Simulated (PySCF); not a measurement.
```tsv
atom	x (Å)	y (Å)	z (Å)
F	2.2129	0.0171	1.9641
C	2.8176	-0.5063	0.8564
Cl	3.4706	0.8460	-0.1088
Si	1.5659	-1.5243	-0.2154
C	0.3201	-0.3190	-0.9882
C	-0.4298	0.5343	0.0274
C	-1.6093	1.3681	-0.5087
C	-2.4776	0.8527	0.6483
C	-1.4003	-0.1936	0.9727
H	3.6797	-1.0726	1.2185
H	2.3908	-2.1916	-1.2234
H	0.9589	-2.4782	0.7155
H	0.8418	0.3440	-1.6834
H	-0.4038	-0.8835	-1.5799
H	0.2726	1.1575	0.5813
H	-1.9551	1.0219	-1.4814
H	-1.4553	2.4443	-0.5524
H	-2.6029	1.5882	1.4400
H	-3.4549	0.4608	0.3733
H	-1.0911	-0.2607	2.0131
H	-1.6596	-1.1884	0.6134
```

Geometry: GFN2-xTB.

Method: PySCF, PBE0/pcSseg-1, SCF density, gas phase, non-relativistic.

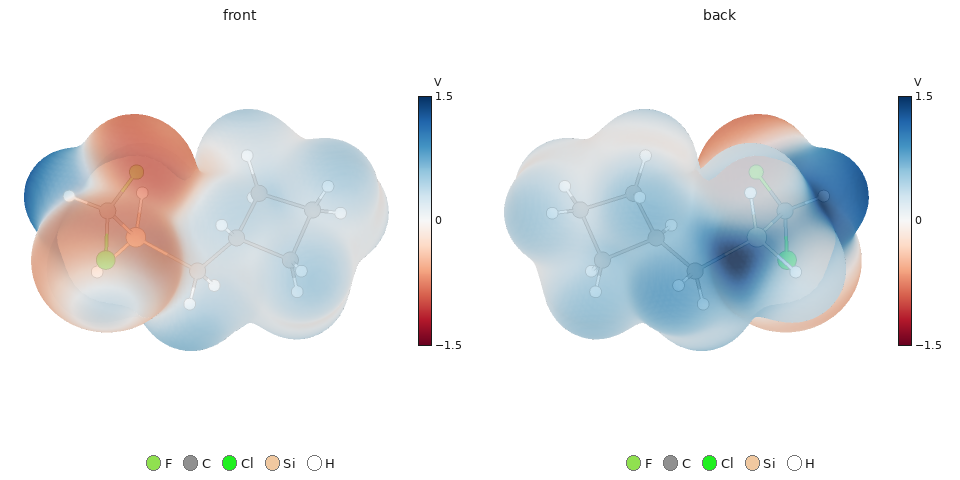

C6H12ClFSi (SMILES F[C@H](Cl)[SiH2]CC1CCC1). The molecular electrostatic potential painted on the density surface at 0.002 e/bohr³, seen from the front and from behind; the colour scale runs from red (negative) to blue (positive).

**Which sites attract a positive test charge, and which a negative one?**

A positive charge is drawn to the negative regions and a negative charge to the positive ones. The most negative region (about −0.9 V) lies over F1, the most positive (about +1.4 V) over Si4. Cl3 shows a σ-hole: about +0.3 V at the tip opposite its bond, against about −0.4 V on its flanks.
